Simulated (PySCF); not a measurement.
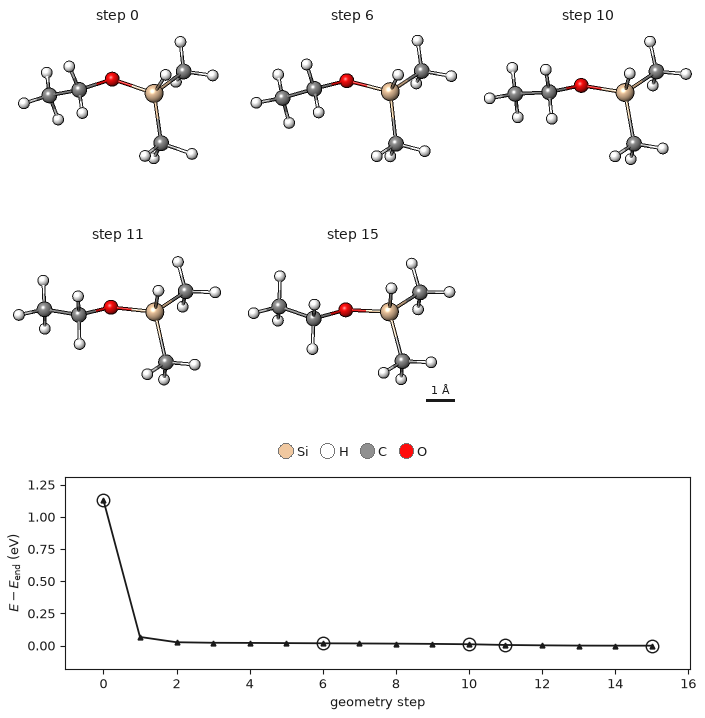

Frames of a relaxation of C4H12OSi, marked on the history of the run. Style: ball-and-stick. Shown at a tilt.

The start comes from GFN2-xTB. Its atoms were then displaced at random by about 0.03 Å.

Level of theory: PySCF 2.14.0, density-fitted response routines, PBE0-D3(BJ)/def2-SVP geometry optimisation, gas phase. 

What happens along the run?

Answer. The largest move after the best rigid fit is that of an H atom, 0.90 Å. Largest moves by element: H 0.90 Å, O 0.55 Å, C 0.42 Å, Si 0.17 Å. Some distances before and after: C–H 0.998 → 1.100 Å, C–H 1.204 → 1.102 Å, C–Si 1.963 → 1.865 Å, C–H 1.030 → 1.108 Å. Among the angles between lasting bonds that change: H–C–H 99.4° → 107.6°, C–C–H 102.9° → 110.9°, H–C–H 114.8° → 108.6°. Groups turn about C–O by about 55°. Over 15 geometry steps the energy falls by 1.131 eV. The run took 2.3 min on 1 thread of Arm Neoverse V2 (shared host). From step 0 to 6: an H atom moves most (0.21 Å), energy −1.112 eV. From step 6 to 10: an H atom moves most (0.32 Å), energy −0.007 eV. From step 10 to 11: an H atom moves most (0.34 Å), energy −0.006 eV. From step 11 to 15: an H atom moves most (0.32 Å), energy −0.006 eV.

| step | E − E(0), eV |
| --- | --- |
| 0 | 0.0000 |
| 1 | -1.0631 |
| 2 | -1.1043 |
| 3 | -1.1084 |
| 4 | -1.1095 |
| 5 | -1.1110 |
| 6 | -1.1125 |
| 7 | -1.1137 |
| 8 | -1.1151 |
| 9 | -1.1171 |
| 10 | -1.1199 |
| 11 | -1.1254 |
| 12 | -1.1283 |
| 13 | -1.1303 |
| 14 | -1.1309 |
| 15 | -1.1309 |
